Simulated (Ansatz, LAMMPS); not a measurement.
# Compressing and expanding amorphous 64SiO2-25Y2O3-11Al2O3 (mol %) (164 atoms), part 3 of 3

How stiff is amorphous 64SiO2-25Y2O3-11Al2O3 (mol %) (164 atoms)?

Ansatz 0.2.0; Kohn-Sham DFT, LDA, PAW (set soft_1), plane waves.

The cell: 28 Si, 22 Y, 10 Al and 104 O. The quench rate of 10 K/ps far exceeds what a furnace or splat quench reaches. The network of bonds at the start is that of the classical potential that made the cell. Only the Γ point is sampled.

So far. Step 5 (Volume -3 %): The relaxation converged after 7 steps, 0.633 eV below its start, with a largest force component of 0.033 eV/Å. Step 5 (Volume -3 %): Volume -3 %: the energy stands 0.482 eV above that of the reference, at a pressure of 2.56 GPa.

## 6. Volume +3 %

The relaxed cell is scaled to another volume.

input.yaml reads:

```yaml
crystal:
  lattice:
    - [13.06554, -0.05673, 0.02585]
    - [-0.05673, 12.38302, 0.22794]
    - [0.02585, 0.22794, 13.45293]
  atoms:
    [... the 164 atom lines of step 4 ...]
kpoints:
  mp_grid: { grid: [1, 1, 1] }
hamiltonian:
  xc: lda
  pseudopotentials: { kind: paw, azcp: { folder: soft_1 }, xc_functional: pbe }
scf:
  occupations: { method: fixed }
output:
  forces: true
  eigenvalues: true
  stress: true
relax:
  f_tol: 0.05
  max_steps: 70
```

Run with:

```
$ ansatz run input.yaml --threads 4 --pin off --max-ram 8192MiB --backend cpu --events-out ev --progress --plain --runs-dir out
```

Numbers of over 12 decimals in the logs are rounded to 6 here.

Log:

```text
[...]
Crystal: 164 atoms, lattice volume = 2175.830 Å³
Basis set: ecut = 420 eV, 42519 PW (Γ)
Bands: 668, of which v1, the nominal top of the filled ones, is band 504 counted from 1 (503 counted from 0)
Symmetry: 1 space group operations
[...]
k-points: 1
[...]
SCF iter   1: F=—  HF=-162653.643026 eV  |F-HF|=—  |Δ(HF+E_count)|=         —  Δρ=8.06e-2  dr2=2.55e2  ethr=3.10e-3  ⟨swp⟩=5.0  Hψ=2227  notcnv=0  defer=161
[...]
SCF iter  10: F=—  HF=-162567.770007 eV  |F-HF|=—  |Δ(HF+E_count)|=   6.85e-5  Δρ=7.99e-5  dr2=1.31e-4  ethr=2.74e-8  ⟨swp⟩=2.0  Hψ=924  notcnv=0  defer=162
SCF iter  11: F=-162567.770010 eV  HF=-162567.770009 eV  |F-HF|=1.13e-6  |Δ(HF+E_count)|=   2.29e-6  Δρ=1.63e-5  dr2=7.30e-6  ethr=6.20e-9  ⟨swp⟩=15.0  Hψ=4391  notcnv=0
SCF 1 converged in 11 iterations: F = -162567.770010 eV  dr2 = 7.30e-6
[...]
relax step   1: F+E_penalty+E_count = -162567.77001019 eV  Δ(F+E_penalty+E_count) = +0.000e0 eV  max|allowed force component| = 5.134e-1 eV/Å  Δτ_max = 0.0000 Å  (11 SCF iters, dr2 threshold 6.25e-5 eV, accepted)
[...]
relax step   2: F+E_penalty+E_count = -162568.09568809 eV  Δ(F+E_penalty+E_count) = -3.257e-1 eV  max|allowed force component| = 3.241e-1 eV/Å  Δτ_max = 0.0596 Å  (6 SCF iters, dr2 threshold 1.65e-5 eV, accepted)
[...]
relax step   3: F+E_penalty+E_count = -162568.25077037 eV  Δ(F+E_penalty+E_count) = -1.551e-1 eV  max|allowed force component| = 1.863e-1 eV/Å  Δτ_max = 0.0657 Å  (7 SCF iters, dr2 threshold 6.56e-6 eV, accepted)
relax step   4: F+E_penalty+E_count = -162568.28136865 eV  Δ(F+E_penalty+E_count) = -3.060e-2 eV  max|allowed force component| = 2.904e-1 eV/Å  Δτ_max = 0.2000 Å  (8 SCF iters, dr2 threshold 1.15e-5 eV, accepted)
relax step   5: F+E_penalty+E_count = -162568.32066382 eV  Δ(F+E_penalty+E_count) = -3.930e-2 eV  max|allowed force component| = 1.876e-1 eV/Å  Δτ_max = 0.0811 Å  (6 SCF iters, dr2 threshold 2.79e-5 eV, accepted)
relax step   6: F+E_penalty+E_count = -162568.32190502 eV  Δ(F+E_penalty+E_count) = -1.241e-3 eV  max|allowed force component| = 1.025e-1 eV/Å  Δτ_max = 0.0743 Å  (6 SCF iters, dr2 threshold 1.47e-5 eV, accepted)
relax step   7: F+E_penalty+E_count = -162568.32882436 eV  Δ(F+E_penalty+E_count) = -6.919e-3 eV  max|allowed force component| = 3.288e-2 eV/Å  Δτ_max = 0.0430 Å  (7 SCF iters, dr2 threshold 3.14e-6 eV, accepted)
[...]
relax step   8: F+E_penalty+E_count = -162568.32882478 eV  Δ(F+E_penalty+E_count) = -4.237e-7 eV  max|allowed force component| = 3.292e-2 eV/Å  Δτ_max = 0.0000 Å  (4 SCF iters, accepted)
SCF converged after 4 iterations
Free energy (F): -162568.328825 eV
[...]
Internal energy: -162568.328825 eV  (E = F + TS)
E sigma→0 (E₀):  -162568.328825 eV
Fermi energy:    5.158714 eV
[...]
Σ components = -162568.328825   (vs F -162568.328825, Δ=0.00e0)
--- Forces (eV/Å), atoms counted from 1 ---
  atom   1  Si     0.02478341    -0.01930881    -0.00606375
  atom   2  Si    -0.01215820    -0.01101493     0.00149569
  atom   3  Si     0.01238104    -0.00604276     0.00832085
  atom   4  Si    -0.00868123    -0.01228073     0.01021598
[...]
atom 164  O      0.00158586     0.00210338    -0.00323145
  max |Σ_I F_I| component: 1.42e-4 eV/Å
--- Stress (GPa, compression-positive) ---
       -2.498740       0.355786       0.189142
        0.355786      -2.041227       0.108073
        0.189142       0.108073      -2.287673
  P = ⅓ Tr σ = -2.2759 GPa (-22.759 kbar)
--- Band table (eV) ---
[...]
--- Relaxed structure (8 steps of the walk, 8 accepted, 0 SCFs on fresh bases) ---
  F+E_penalty+E_count = -162568.32882478 eV   max|allowed force component| = 3.292e-2 eV/Å
  atoms:
    - { symbol: Si, position: [0.828257, 0.753010, 0.377499] }
    - { symbol: Si, position: [0.468540, 0.483049, 0.144814] }
    - { symbol: Si, position: [0.017138, 0.064503, 0.072464] }
    - { symbol: Si, position: [0.738002, 0.565442, 0.521433] }
[...]
- { symbol: O, position: [0.653177, 0.830309, 0.579433] }
```

Run time: 3 min. Hardware: 4 threads of Intel Xeon 6975P-C (Granite Rapids), shared host; peak memory 3.6 GiB.

The relaxation converged after 8 steps, 0.559 eV below its start, with a largest force component of 0.033 eV/Å.

Volume +3 %: the energy stands 0.471 eV above that of the reference, at a pressure of -2.28 GPa.

## 7. Volume -6 %

The relaxed cell is scaled to another volume.

Input and log are left out; they have the form of those shown for this kind of step.

Run time: 7.7 min. Hardware: 4 threads of Intel Xeon 6975P-C (Granite Rapids), shared host; peak memory 3.3 GiB.

The relaxation converged after 21 steps, 3.50 eV below its start, with a largest force component of 0.043 eV/Å.

Volume -6 %: the energy stands 1.23 eV above that of the reference, at a pressure of 3.99 GPa.

## 8. Volume +6 %

The relaxed cell is scaled to another volume.

Input and log are left out; they have the form of those shown for this kind of step.

It took 3.9 min on 4 threads of Intel Xeon 6975P-C (Granite Rapids), shared host; peak memory 3.7 GiB.

The relaxation converged after 9 steps, 2.13 eV below its start, with a largest force component of 0.041 eV/Å.

Volume +6 %: the energy stands 1.75 eV above that of the reference, at a pressure of -4.16 GPa.

## 9. Volume -10 %

The relaxed cell is scaled to another volume.

input.yaml, the sections that differ from step 6:

```yaml
crystal:
  lattice:
    - [12.49096, -0.05423, 0.02472]
    - [-0.05423, 11.83845, 0.21792]
    - [0.02472, 0.21792, 12.86131]
  atoms:
    [... the 164 atom lines of step 4 ...]
# kpoints, hamiltonian, scf, output, relax: as in step 6
```

Log:

```text
Warning: output.stress: scf.convergence.dr2_threshold = 1e-7 eV (the SCF's general default) is looser than the 1.08e-8 eV advised for a printed stress (1e-10 eV for each atom of the cell: 164, of which 108 are counted). What an SCF threshold leaves in a stress goes as its square root, and in the free energy as the threshold itself, and one threshold admits the most on a small cell: [...]
[...]
Pseudopotentials: kind: paw
Pseudopotential: Si, paw, valence charge 4, recommended cutoff 420 eV (normal), soft_1/Si.paw.azcp
Pseudopotential: Y, paw, valence charge 11, recommended cutoff 420 eV (normal), soft_1/Y.paw.azcp
Pseudopotential: Al, paw, valence charge 3, recommended cutoff 420 eV (normal), soft_1/Al.paw.azcp
Pseudopotential: O, paw, valence charge 6, recommended cutoff 420 eV (normal), soft_1/O.paw.azcp
[... 3 lines on functional and potentials left out ...]
Crystal: 164 atoms, lattice volume = 1901.209 Å³
Basis set: ecut = 420 eV, 37141 PW (Γ)
Bands: 668, of which v1, the nominal top of the filled ones, is band 504 counted from 1 (503 counted from 0)
Symmetry: 1 space group operations
Space group: P1 (ITA 1), of the structure as read, at distance tolerance 1.2e-4 Å
k-points: 1
[... 13 lines on functional and potentials left out ...]
Initial density: superposition of atomic densities (chi_scale 0.1, normalization cell, long waves 4 % of neutral atoms (reshape's long-wave potential 1.04 eV rms, cloud 2.56 Å wide))
Initial wavefunctions: pseudopotential atomic-orbital guess
[...]
SCF iter   1: F=—  HF=-162660.935093 eV  |F-HF|=—  |Δ(HF+E_count)|=         —  Δρ=1.01e-1  dr2=2.99e2  ethr=3.10e-3  ⟨swp⟩=5.0  Hψ=2254  notcnv=0  defer=161
preconditioner: auto → Resta (q_TF=auto, 2.455 Å⁻¹)  ε∞=3.7  [insulator: Δε(μ)=0.629 eV  Ē_g=16.109 eV  n_scr=466 (ndim 8)  ℏωp=26.3 eV  f_vac=0.016  ε∞_Penn≈3.7]
[...]
SCF iter   9: F=—  HF=-162554.668690 eV  |F-HF|=—  |Δ(HF+E_count)|=   2.30e-4  Δρ=9.28e-5  dr2=1.54e-4  ethr=6.24e-8  ⟨swp⟩=2.0  Hψ=1088  notcnv=0  defer=162
SCF iter  10: F=-162554.668682 eV  HF=-162554.668705 eV  |F-HF|=2.31e-5  |Δ(HF+E_count)|=   1.58e-5  Δρ=5.52e-5  dr2=5.26e-5  ethr=6.20e-9  ⟨swp⟩=15.0  Hψ=4729  notcnv=0
SCF 1 converged in 10 iterations: F = -162554.668682 eV  dr2 = 5.26e-5
[...]
relax step   1: F+E_penalty+E_count = -162554.66868231 eV  Δ(F+E_penalty+E_count) = +0.000e0 eV  max|allowed force component| = 2.213e0 eV/Å  Δτ_max = 0.0000 Å  (10 SCF iters, dr2 threshold 6.25e-5 eV, accepted)
[... from here on, the SCF cycles and remarks between the steps are left out, and one step in 5 is shown ...]
relax step   2: F+E_penalty+E_count = -162559.04241074 eV  Δ(F+E_penalty+E_count) = -4.374e0 eV  max|allowed force component| = 1.315e0 eV/Å  Δτ_max = 0.1619 Å  (7 SCF iters, dr2 threshold 1.00e-4 eV, accepted)
relax step   5: F+E_penalty+E_count = -162562.57895060 eV  Δ(F+E_penalty+E_count) = -3.525e-1 eV  max|allowed force component| = 2.524e-1 eV/Å  Δτ_max = 0.2000 Å  (7 SCF iters, dr2 threshold 4.52e-5 eV, accepted)
relax step  10: F+E_penalty+E_count = -162563.50931671 eV  Δ(F+E_penalty+E_count) = -2.326e-1 eV  max|allowed force component| = 3.366e-1 eV/Å  Δτ_max = 0.1950 Å  (6 SCF iters, dr2 threshold 1.00e-4 eV, accepted)
relax step  15: F+E_penalty+E_count = -162564.45685943 eV  Δ(F+E_penalty+E_count) = +1.138e-1 eV  max|allowed force component| = 1.052e0 eV/Å  Δτ_max = 0.1935 Å  (7 SCF iters, dr2 threshold 1.00e-4 eV, rejected (line search))
relax step  20: F+E_penalty+E_count = -162565.15002104 eV  Δ(F+E_penalty+E_count) = -2.786e-2 eV  max|allowed force component| = 1.990e-1 eV/Å  Δτ_max = 0.0468 Å  (6 SCF iters, dr2 threshold 1.28e-5 eV, accepted)
relax step  25: F+E_penalty+E_count = -162565.33834109 eV  Δ(F+E_penalty+E_count) = -2.855e-2 eV  max|allowed force component| = 5.248e-1 eV/Å  Δτ_max = 0.1925 Å  (6 SCF iters, dr2 threshold 7.79e-5 eV, accepted)
relax step  30: F+E_penalty+E_count = -162565.51728668 eV  Δ(F+E_penalty+E_count) = -4.478e-3 eV  max|allowed force component| = 7.820e-2 eV/Å  Δτ_max = 0.0856 Å  (9 SCF iters, accepted)
[...]
Step cancelled. What follows is not a result of the run: it is the report of the last solve that finished, which converged after 9 SCF iterations.
Free energy (F): -162565.517287 eV
Harris-Foulkes:  -162565.517287 eV  (|F-HF|=1.05e-9)
Internal energy: -162565.517287 eV  (E = F + TS)
E sigma→0 (E₀):  -162565.517287 eV
Fermi energy:    6.772103 eV
--- Per-component energies (eV) ---
[...]
Σ components = -162565.517287   (vs F -162565.517287, Δ=0.00e0)
--- Forces (eV/Å), atoms counted from 1 ---
  atom   1  Si    -0.01538428    -0.01234052    -0.01943879
  atom   2  Si    -0.00742382     0.02987801     0.00452711
  atom   3  Si     0.01390600     0.00989648     0.03394200
  atom   4  Si     0.00311528     0.02855029     0.07554941
[...]
atom 164  O     -0.01847869     0.01046222     0.00802177
  max |Σ_I F_I| component: 6.10e-5 eV/Å
--- Stress (GPa, compression-positive) ---
        5.841994       1.012441       0.899264
        1.012440       7.704672      -1.245429
        0.899264      -1.245429       6.292213
  P = ⅓ Tr σ = 6.6130 GPa (66.130 kbar)
--- Band table (eV) ---
  k-point 0: bands = ["-33.8847", "-33.6020", "-33.3439", "-33.2907", [... 652 levels ...], "16.1273", "16.1840", "16.2005", "16.2464", "16.2523", "16.2711", "16.3426", "16.3463", "16.3697", "16.3993", "16.4457", "16.4583"]
End of that report.
Error: SIGTERM received: cancelled by the caller after 5 completed SCF iterations
```

Run time: 11 min. Hardware: 4 threads; peak memory 3.2 GiB.

The relaxation was stopped at its limit after 30 steps, 10.8 eV below its start, with a largest force component of 0.078 eV/Å.

Volume -10 %: the energy stands 3.28 eV above that of the reference.

## 10. Pressure against volume

Atoms are relaxed at each volume, in the scaled cell.

| volume change (%) | volume (Å³/atom) | energy change (meV/atom) | pressure (GPa) | largest move on relaxing (Å) | bonds | gap (eV) |
| --- | --- | --- | --- | --- | --- | --- |
| -6 | 12.108 | 7.50 | 3.99 | 1.19 | 307 | 4.01 |
| -3 | 12.494 | 2.94 | 2.56 | 0.19 | 302 | 3.98 |
| +0 | 12.881 | 0.00 | -0.03 | - | 299 | 3.90 |
| +3 | 13.267 | 2.87 | -2.28 | 0.27 | 296 | 3.84 |
| +6 | 13.654 | 10.68 | -4.16 | 0.51 | 294 | 3.74 |

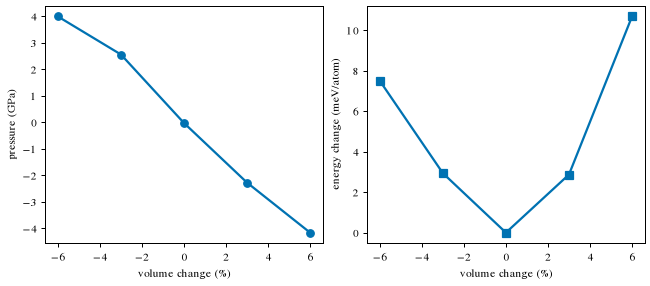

Pressure and energy against volume.

## 11. Findings

The bulk modulus, from the slope of pressure against ln V over the three points nearest the relaxed volume, is 80.5 GPa; between neighbouring points the slope runs 46, 85, 76 and 66 GPa from the smallest volume up, without a steady fall, so no pressure derivative is given, and the cell yields more easily when compressed beyond -3 %. The count of bonds runs from 294 to 307 over the series, so at some points contacts cross the cutoffs. At -6 % and +6 % some atom moved by over 0.5 Å on relaxing, so those points may sit in another local minimum. The gap goes from 4.01 eV at the smallest volume to 3.74 eV at the largest, -2.3 eV per unit of ln V by a straight line, on the run's k-points.

Caveats: Strains are finite and relaxations stop at the force tolerance of the input, which can leave moduli too stiff; they are those of a static cell at zero temperature. Volumes are changed with the cell's shape held, so in an anisotropic solid the modulus lies over the one under free hydrostatic load. The program notes that the SCF threshold of the relaxations is loose for the stress.

The DFT runs together took 42 min of wall time.

[Logs are printed without paths, hosts, clocks, repeated set-up lines and the standing remarks that a program may print on its own settings, such as how far it seeks lower states.]

[Hosts, paths, dates, database ids (printed as entryN), source tags and the programs' standing remarks are cut or masked in the printed files.]
